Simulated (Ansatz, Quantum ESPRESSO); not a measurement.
# ZrPbO3 (Pm-3m): zone-centre phonons

Which modes does ZrPbO3 (Pm-3m) have at the zone centre?

Main program and level: Quantum ESPRESSO 7.5; DFT LDA, scalar-relativistic, plane waves, JTH PAW pseudopotentials.

### 1. The structure

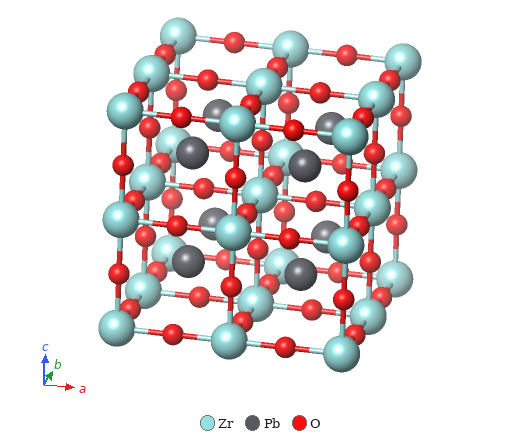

The starting structure, seen slightly off an axis (zirconium light teal, lead dark grey, oxygen red). 2×2×2 cells are drawn. Some periodic images of atoms are drawn too.

### 2. A probe with smearing

A cheap run with smearing and empty bands tells whether the crystal has a gap, which decides between fixed occupations and smearing later on.

probe.in reads:

```
&control
   calculation = 'scf'
   prefix = 'x'
   outdir = './tmp'
   pseudo_dir = './pseudo'
   tprnfor = .true.
   tstress = .true.
   verbosity = 'high'
/
&system
   ibrav = 0
   nat = 5
   ntyp = 3
   ecutwfc = 50.0
   ecutrho = 250.0
   occupations = 'smearing'
   smearing = 'gaussian'
   degauss = 0.01
/
&electrons
   conv_thr = 1.0d-07
   mixing_beta = 0.7
   electron_maxstep = 100
/
ATOMIC_SPECIES
 Zr     91.2240  Zr.upf
 Pb    207.2000  Pb.upf
 O      15.9990  O.upf
CELL_PARAMETERS angstrom
     4.208933000    0.000000000    0.000000000
     0.000000000    4.208933000    0.000000000
     0.000000000    0.000000000    4.208933000
ATOMIC_POSITIONS crystal
 Zr     0.000000000   0.000000000   0.000000000
 Pb     0.500000000   0.500000000   0.500000000
 O      0.500000000   0.000000000   0.000000000
 O      0.000000000   0.000000000   0.500000000
 O      0.000000000   0.500000000   0.000000000
K_POINTS automatic
 4 4 4 0 0 0
```

The run is started by

```sh
OMP_NUM_THREADS=1 mpirun -n 4 pw.x -nk 4 -in probe.in > probe.out
```

What it wrote:

```text
[banners, grids, parts of the stress and lines that vanish by symmetry left out]
Program PWSCF v.7.5
     file Zr.upf: wavefunction(s)  5S 5P 4D 0D renormalized
     file Pb.upf: wavefunction(s)  0S 6P 0P 5D 0D renormalized
[...]
kinetic-energy cutoff     =      50.0000  Ry
     charge density cutoff     =     250.0000  Ry
     scf convergence threshold =      1.0E-07
[...]
Exchange-correlation= SLA PW NOGX NOGC
                           (   1   4   0   0   0   0   0)
[...]
48 Sym. Ops., with inversion, found
[...]
(     0          1          0      )
                  (     0          0          1      )
[...]
(  0.0000000  1.0000000  0.0000000 )
                  (  0.0000000  0.0000000  1.0000000 )
[...]
(     0         -1          0      )
[...]
( -1.0000000  0.0000000  0.0000000 )
                  (  0.0000000  1.0000000  0.0000000 )
[...]
number of k points=    10  Gaussian smearing, width (Ry)=  0.0100
[...]
End of self-consistent calculation
[...]
the Fermi energy is     9.5961 ev
!    total energy              =   -1270.18019626 Ry
[...]
convergence has been achieved in  10 iterations
[...]
atom    1 type  1   force =     0.00000000    0.00000000    0.00000000
     atom    2 type  2   force =     0.00000000    0.00000000    0.00000000
     atom    3 type  3   force =     0.00000000    0.00000000    0.00000000
     atom    4 type  3   force =     0.00000000    0.00000000    0.00000000
     atom    5 type  3   force =     0.00000000    0.00000000    0.00000000
[...]
Total force =     0.000000     Total SCF correction =     0.000000
[...]
total   stress  (Ry/bohr**3)                   (kbar)     P=     -117.69
[...]
XML data file, charge density, pseudopotentials, collected wavefunctions

   JOB DONE.
```

Run time: 6.1 s. Hardware: 4 MPI ranks of Arm Neoverse V2, shared host.

Numbers from this step:

- volume per atom: 14.91 Å³
- pressure: -11.77 GPa
- gap on the k-mesh: 2.152 eV

A gap of 2.2 eV opens on this mesh, so the crystal is taken as an insulator; the start stands at -12 GPa.

### 3. Relaxation

The harmonic expansion starts where the forces on the atoms vanish, and stress shifts the frequencies, so cell and atoms are relaxed with tight thresholds.

relax.in reads:

```
&control
   calculation = 'vc-relax'
   prefix = 'x'
   outdir = './tmp'
   pseudo_dir = './pseudo'
   tprnfor = .true.
   tstress = .true.
   forc_conv_thr = 2.0d-05
   etot_conv_thr = 1.0d-07
   nstep = 40
/
&system
   ibrav = 0
   nat = 5
   ntyp = 3
   ecutwfc = 50.0
   ecutrho = 250.0
   occupations = 'fixed'
   nbnd = 24
/
&electrons
   conv_thr = 1.0d-11
   mixing_beta = 0.7
   electron_maxstep = 100
/
&ions
/
&cell
   press_conv_thr = 0.2
/
ATOMIC_SPECIES
 Zr     91.2240  Zr.upf
 Pb    207.2000  Pb.upf
 O      15.9990  O.upf
CELL_PARAMETERS angstrom
     4.208933000    0.000000000    0.000000000
     0.000000000    4.208933000    0.000000000
     0.000000000    0.000000000    4.208933000
ATOMIC_POSITIONS crystal
 Zr     0.000000000   0.000000000   0.000000000
 Pb     0.500000000   0.500000000   0.500000000
 O      0.500000000   0.000000000   0.000000000
 O      0.000000000   0.000000000   0.500000000
 O      0.000000000   0.500000000   0.000000000
K_POINTS automatic
 6 6 6 0 0 0
```

The run is started by

```sh
OMP_NUM_THREADS=1 mpirun -n 4 pw.x -nk 4 -in relax.in > relax.out
```

What it wrote:

```text
[banners, grids, parts of the stress and lines that vanish by symmetry left out]
[banner, memory and clock lines left out]
Program PWSCF v.7.5

[...]
kinetic-energy cutoff     =      50.0000  Ry
     charge density cutoff     =     250.0000  Ry
     scf convergence threshold =      1.0E-11
[...]
energy convergence thresh.=      1.0E-07
     force convergence thresh. =      2.0E-05
     press convergence thresh. =      2.0E-01
     Exchange-correlation= SLA PW NOGX NOGC
                           (   1   4   0   0   0   0   0)
[...]
48 Sym. Ops., with inversion, found
[...]
number of k points=    20
[...]
End of self-consistent calculation
[...]
highest occupied, lowest unoccupied level (ev):     8.4571   10.6143
!    total energy              =   -1270.18120050 Ry
[...]
convergence has been achieved in  17 iterations
[...]
atom    1 type  1   force =     0.00000000    0.00000000    0.00000000
     atom    2 type  2   force =     0.00000000    0.00000000    0.00000000
     atom    3 type  3   force =     0.00000000    0.00000000    0.00000000
     atom    4 type  3   force =     0.00000000    0.00000000    0.00000000
     atom    5 type  3   force =     0.00000000    0.00000000    0.00000000
     Total force =     0.000000     Total SCF correction =     0.000000
[...]
total   stress  (Ry/bohr**3)                   (kbar)     P=     -118.19
[...]
number of bfgs steps    =   0
[...]
CELL_PARAMETERS (angstrom)
[...]
ATOMIC_POSITIONS (crystal)
Zr               0.0000000000        0.0000000000        0.0000000000
Pb               0.5000000000        0.5000000000        0.5000000000
O                0.5000000000        0.0000000000        0.0000000000
O                0.0000000000        0.0000000000        0.5000000000
[...]
New effective cutoffs (rho, wfc):  259.96   52.06
[...]
End of self-consistent calculation
[...]
highest occupied, lowest unoccupied level (ev):     9.2724   11.6098
!    total energy              =   -1270.19652924 Ry
[...]
convergence has been achieved in  17 iterations
[...]
atom    1 type  1   force =     0.00000000    0.00000000    0.00000000
     atom    2 type  2   force =     0.00000000    0.00000000    0.00000000
     atom    3 type  3   force =     0.00000000    0.00000000    0.00000000
     atom    4 type  3   force =     0.00000000    0.00000000    0.00000000
     atom    5 type  3   force =     0.00000000    0.00000000    0.00000000
     Total force =     0.000000     Total SCF correction =     0.000000
[...]
total   stress  (Ry/bohr**3)                   (kbar)     P=      -28.33
[...]
number of bfgs steps    =   1
[...]
CELL_PARAMETERS (angstrom)
[...]
ATOMIC_POSITIONS (crystal)
[...]
New effective cutoffs (rho, wfc):  263.17   52.71
[...]
End of self-consistent calculation
[...]
highest occupied, lowest unoccupied level (ev):     9.5642   11.9232
!    total energy              =   -1270.19725093 Ry
[...]
convergence has been achieved in  14 iterations
[...]
atom    1 type  1   force =     0.00000000    0.00000000    0.00000000
     atom    2 type  2   force =     0.00000000    0.00000000    0.00000000
     atom    3 type  3   force =     0.00000000    0.00000000    0.00000000
     atom    4 type  3   force =     0.00000000    0.00000000    0.00000000
[...]
Total force =     0.000000     Total SCF correction =     0.000000
[...]
total   stress  (Ry/bohr**3)                   (kbar)     P=        4.34
[...]
number of bfgs steps    =   2
[...]
CELL_PARAMETERS (angstrom)
[...]
ATOMIC_POSITIONS (crystal)
[...]
New effective cutoffs (rho, wfc):  262.75   52.62
[...]
End of self-consistent calculation
[...]
highest occupied, lowest unoccupied level (ev):     9.5233   11.8816
!    total energy              =   -1270.19726707 Ry
[...]
convergence has been achieved in  22 iterations
[...]
Total force =     0.000000     Total SCF correction =     0.000000
[...]
total   stress  (Ry/bohr**3)                   (kbar)     P=       -0.12
[...]
number of bfgs steps    =   3
[...]
small trust_radius: resetting bfgs history
[...]
CELL_PARAMETERS (angstrom)
[...]
ATOMIC_POSITIONS (crystal)
[...]
New effective cutoffs (rho, wfc):  262.76   52.62
[...]
End of self-consistent calculation
[...]
highest occupied, lowest unoccupied level (ev):     9.5244   11.8827
!    total energy              =   -1270.19726708 Ry
[...]
convergence has been achieved in  10 iterations
[...]
atom    3 type  3   force =     0.00000000    0.00000000    0.00000000
     atom    4 type  3   force =     0.00000000    0.00000000    0.00000000
     atom    5 type  3   force =     0.00000000    0.00000000    0.00000000
     Total force =     0.000000     Total SCF correction =     0.000000
[...]
total   stress  (Ry/bohr**3)                   (kbar)     P=       -0.01
[...]
bfgs converged in   5 scf cycles and   4 bfgs steps
[...]
End of BFGS Geometry Optimization
     Final enthalpy           =   -1270.1972670811 Ry
     File ./tmp/x.bfgs deleted, as requested
[...]
CELL_PARAMETERS (angstrom)
[...]
ATOMIC_POSITIONS (crystal)
[...]
O                0.0000000000        0.0000000000        0.5000000000
O                0.0000000000        0.5000000000        0.0000000000
[...]
Final scf calculation at the relaxed structure.
[...]
kinetic-energy cutoff     =      50.0000  Ry
     charge density cutoff     =     250.0000  Ry
     scf convergence threshold =      1.0E-13
[...]
press convergence thresh. =      2.0E-01
     Exchange-correlation= SLA PW NOGX NOGC
                           (   1   4   0   0   0   0   0)
[...]
48 Sym. Ops., with inversion, found
[...]
number of k points=    20
[...]
c_bands:  1 eigenvalues not converged
[...]
End of self-consistent calculation
[...]
highest occupied, lowest unoccupied level (ev):     9.5246   11.8827
!    total energy              =   -1270.19576884 Ry
[...]
convergence has been achieved in  23 iterations
[...]
atom    1 type  1   force =     0.00000000    0.00000000    0.00000000
     atom    2 type  2   force =     0.00000000    0.00000000    0.00000000
     atom    3 type  3   force =     0.00000000    0.00000000    0.00000000
     atom    4 type  3   force =     0.00000000    0.00000000    0.00000000
     atom    5 type  3   force =     0.00000000    0.00000000    0.00000000
     Total force =     0.000000     Total SCF correction =     0.000000
[...]
total   stress  (Ry/bohr**3)                   (kbar)     P=        1.04
[...]
XML data file, charge density, pseudopotentials, collected wavefunctions
```

It took 65 s on 4 MPI ranks; 4.3 min of CPU time.

Relaxation path:

| step | energy less that of the first step (eV) | largest force (eV/Å) | pressure (GPa) | volume (Å³) |
| --- | --- | --- | --- | --- |
| 1 | 0.0000 | 0.0000 | -11.82 | 74.56 |
| 2 | -0.2086 | 0.0000 | -2.83 | 70.16 |
| 3 | -0.2184 | 0.0000 | 0.43 | 68.88 |
| 4 | -0.2186 | 0.0000 | -0.01 | 69.04 |
| 5 | -0.2186 | 0.0000 | 0.00 | 69.04 |
| 6 | -0.1982 | 0.0000 | 0.10 | 69.04 |

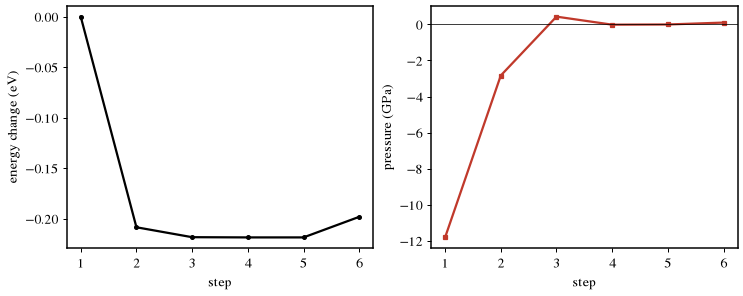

Energy and pressure along the relaxation.

```csv
"conventional cell, symmetrised",before,after,change
a (Å),4.209,4.102,-2.5 %
b (Å),4.209,4.102,-2.5 %
c (Å),4.209,4.102,-2.5 %
volume (Å³/atom),14.91,13.81,-7.4 %
```

The relaxed structure:

```
CELL_PARAMETERS angstrom
4.10235 0.00000 0.00000
0.00000 4.10235 0.00000
0.00000 0.00000 4.10235
ATOMIC_POSITIONS crystal
Zr 0.00000 0.00000 0.00000
Pb 0.50000 0.50000 0.50000
O 0.50000 0.00000 0.00000
O 0.00000 0.00000 0.50000
O 0.00000 0.50000 0.00000
```

The last row of the table of steps is pw.x's closing run on a basis chosen anew for the final cell, so its energy can jump.

This step gave:

* volume per atom: 13.81 Å³
* pressure: 0.1040 GPa
* gap on the k-mesh: 2.358 eV

The volume changes by -7.4 % from the cell with which this run began.

### 4. Relaxation

A variable-cell run keeps the plane waves of its start, so its end shows a stress on a fresh basis; a second run from that cell removes it.

relax.in: that of step 3 with these lines changed.

```diff
@@ -35,5 +35,5 @@
 CELL_PARAMETERS angstrom
-     4.208933000    0.000000000    0.000000000
-     0.000000000    4.208933000    0.000000000
-     0.000000000    0.000000000    4.208933000
+     4.102351105    0.000000000    0.000000000
+     0.000000000    4.102351105    0.000000000
+     0.000000000    0.000000000    4.102351105
 ATOMIC_POSITIONS crystal
```

What it wrote:

```text
[banners, grids, parts of the stress and lines that vanish by symmetry left out]
[banner, memory and clock lines left out]
Program PWSCF v.7.5

[...]
kinetic-energy cutoff     =      50.0000  Ry
     charge density cutoff     =     250.0000  Ry
     scf convergence threshold =      1.0E-11
[...]
energy convergence thresh.=      1.0E-07
     force convergence thresh. =      2.0E-05
     press convergence thresh. =      2.0E-01
     Exchange-correlation= SLA PW NOGX NOGC
                           (   1   4   0   0   0   0   0)
[...]
48 Sym. Ops., with inversion, found
[...]
number of k points=    20
[...]
End of self-consistent calculation
[...]
highest occupied, lowest unoccupied level (ev):     9.5246   11.8827
!    total energy              =   -1270.19576884 Ry
[...]
convergence has been achieved in  15 iterations
[...]
atom    1 type  1   force =     0.00000000    0.00000000    0.00000000
     atom    2 type  2   force =     0.00000000    0.00000000    0.00000000
     atom    3 type  3   force =     0.00000000    0.00000000    0.00000000
     atom    4 type  3   force =     0.00000000    0.00000000    0.00000000
     atom    5 type  3   force =     0.00000000    0.00000000    0.00000000
     Total force =     0.000000     Total SCF correction =     0.000000
[...]
total   stress  (Ry/bohr**3)                   (kbar)     P=        1.04
[...]
number of bfgs steps    =   0
[...]
CELL_PARAMETERS (angstrom)
[...]
ATOMIC_POSITIONS (crystal)
Zr               0.0000000000        0.0000000000        0.0000000000
Pb               0.5000000000        0.5000000000        0.5000000000
O                0.5000000000        0.0000000000        0.0000000000
O                0.0000000000        0.0000000000        0.5000000000
[...]
New effective cutoffs (rho, wfc):  248.88   49.98
[...]
End of self-consistent calculation
[...]
highest occupied, lowest unoccupied level (ev):     9.5157   11.8736
!    total energy              =   -1270.19576979 Ry
[...]
convergence has been achieved in  10 iterations
[...]
atom    1 type  1   force =     0.00000000    0.00000000    0.00000000
     atom    2 type  2   force =     0.00000000    0.00000000    0.00000000
     atom    3 type  3   force =     0.00000000    0.00000000    0.00000000
     atom    4 type  3   force =     0.00000000    0.00000000    0.00000000
     atom    5 type  3   force =     0.00000000    0.00000000    0.00000000
     Total force =     0.000000     Total SCF correction =     0.000000
[...]
total   stress  (Ry/bohr**3)                   (kbar)     P=        0.08
[...]
number of bfgs steps    =   1
[...]
small trust_radius: resetting bfgs history
[...]
CELL_PARAMETERS (angstrom)
[...]
ATOMIC_POSITIONS (crystal)
[...]
New effective cutoffs (rho, wfc):  248.87   49.98
[...]
End of self-consistent calculation
[...]
highest occupied, lowest unoccupied level (ev):     9.5150   11.8729
!    total energy              =   -1270.19576979 Ry
[...]
convergence has been achieved in   9 iterations
[...]
atom    1 type  1   force =     0.00000000    0.00000000    0.00000000
     atom    2 type  2   force =     0.00000000    0.00000000    0.00000000
     atom    3 type  3   force =     0.00000000    0.00000000    0.00000000
     atom    4 type  3   force =     0.00000000    0.00000000    0.00000000
     atom    5 type  3   force =     0.00000000    0.00000000    0.00000000
     Total force =     0.000000     Total SCF correction =     0.000000
[...]
total   stress  (Ry/bohr**3)                   (kbar)     P=       -0.00
[...]
bfgs converged in   3 scf cycles and   2 bfgs steps
[...]
End of BFGS Geometry Optimization
     Final enthalpy           =   -1270.1957697909 Ry
     File ./tmp/x.bfgs deleted, as requested
[...]
CELL_PARAMETERS (angstrom)
[...]
ATOMIC_POSITIONS (crystal)
[...]
O                0.0000000000        0.0000000000        0.5000000000
O                0.0000000000        0.5000000000        0.0000000000
[...]
Final scf calculation at the relaxed structure.
[...]
kinetic-energy cutoff     =      50.0000  Ry
     charge density cutoff     =     250.0000  Ry
     scf convergence threshold =      1.0E-13
[...]
press convergence thresh. =      2.0E-01
     Exchange-correlation= SLA PW NOGX NOGC
                           (   1   4   0   0   0   0   0)
[...]
48 Sym. Ops., with inversion, found
[...]
number of k points=    20
[...]
End of self-consistent calculation
[...]
highest occupied, lowest unoccupied level (ev):     9.5150   11.8729
!    total energy              =   -1270.19579033 Ry
[...]
convergence has been achieved in  20 iterations
[...]
atom    1 type  1   force =     0.00000000    0.00000000    0.00000000
     atom    2 type  2   force =     0.00000000    0.00000000    0.00000000
     atom    3 type  3   force =     0.00000000    0.00000000    0.00000000
     atom    4 type  3   force =     0.00000000    0.00000000    0.00000000
     atom    5 type  3   force =     0.00000000    0.00000000    0.00000000
     Total force =     0.000000     Total SCF correction =     0.000000
[...]
total   stress  (Ry/bohr**3)                   (kbar)     P=       -0.02
[...]
XML data file, charge density, pseudopotentials, collected wavefunctions
```

It took 36 s on 4 MPI ranks.

Little changed from the start: no atom moved by 0.005 Å and no cell edge by 0.1 %.

The last row of the table of steps is pw.x's closing run on a basis chosen anew for the final cell, so its energy can jump.

Read from the output:

```
volume per atom : 13.82 Å³
pressure        : -0.002 GPa
```

### 5. Ground state

Perturbation theory inherits every error of the wavefunctions, so the threshold is set near the limit of the arithmetic. With a gap, occupations are fixed, which also allows the response to an electric field.

scf.in reads:

```
&control
   calculation = 'scf'
   prefix = 'x'
   outdir = './tmp'
   pseudo_dir = './pseudo'
   tprnfor = .true.
   tstress = .true.
/
&system
   ibrav = 0
   nat = 5
   ntyp = 3
   ecutwfc = 50.0
   ecutrho = 250.0
   occupations = 'fixed'
   nbnd = 24
/
&electrons
   conv_thr = 1.0d-12
   mixing_beta = 0.7
   electron_maxstep = 100
/
ATOMIC_SPECIES
 Zr     91.2240  Zr.upf
 Pb    207.2000  Pb.upf
 O      15.9990  O.upf
CELL_PARAMETERS angstrom
     4.103133728    0.000000000    0.000000000
     0.000000000    4.103133728    0.000000000
     0.000000000    0.000000000    4.103133728
ATOMIC_POSITIONS crystal
 Zr     0.000000000   0.000000000   0.000000000
 Pb     0.500000000   0.500000000   0.500000000
 O      0.500000000   0.000000000   0.000000000
 O      0.000000000   0.000000000   0.500000000
 O      0.000000000   0.500000000   0.000000000
K_POINTS automatic
 6 6 6 0 0 0
```

The run is started by

```sh
OMP_NUM_THREADS=1 mpirun -n 4 pw.x -nk 4 -in scf.in > scf.out
```

What it wrote:

```text
[banners, grids, parts of the stress and lines that vanish by symmetry left out]
[banner, memory and clock lines left out]
Program PWSCF v.7.5

[...]
kinetic-energy cutoff     =      50.0000  Ry
     charge density cutoff     =     250.0000  Ry
     scf convergence threshold =      1.0E-12
[...]
Exchange-correlation= SLA PW NOGX NOGC
                           (   1   4   0   0   0   0   0)
[...]
48 Sym. Ops., with inversion, found
[...]
number of k points=    20
[...]
End of self-consistent calculation
[...]
highest occupied, lowest unoccupied level (ev):     9.5150   11.8729
!    total energy              =   -1270.19579033 Ry
[...]
convergence has been achieved in  17 iterations
[...]
atom    1 type  1   force =     0.00000000    0.00000000    0.00000000
     atom    2 type  2   force =     0.00000000    0.00000000    0.00000000
     atom    3 type  3   force =     0.00000000    0.00000000    0.00000000
     atom    4 type  3   force =     0.00000000    0.00000000    0.00000000
     atom    5 type  3   force =     0.00000000    0.00000000    0.00000000
     Total force =     0.000000     Total SCF correction =     0.000000
[...]
total   stress  (Ry/bohr**3)                   (kbar)     P=       -0.02
[...]
XML data file, charge density, pseudopotentials, collected wavefunctions
```

Elapsed: 13 s, on 4 MPI ranks; 50 s of CPU time.

The cell stands at -0.002 GPa, close enough for phonons.

(Part 1 of 3 ends here.)

[Host names and launcher messages were left out of these logs when they were recorded.]

[Logs are printed without paths, hosts, clocks, repeated set-up lines and the standing remarks that a program may print on its own settings, such as how far it seeks lower states.]

[Hosts, paths, dates, database ids (printed as entryN), source tags and the programs' standing remarks are cut or masked in the printed files.]
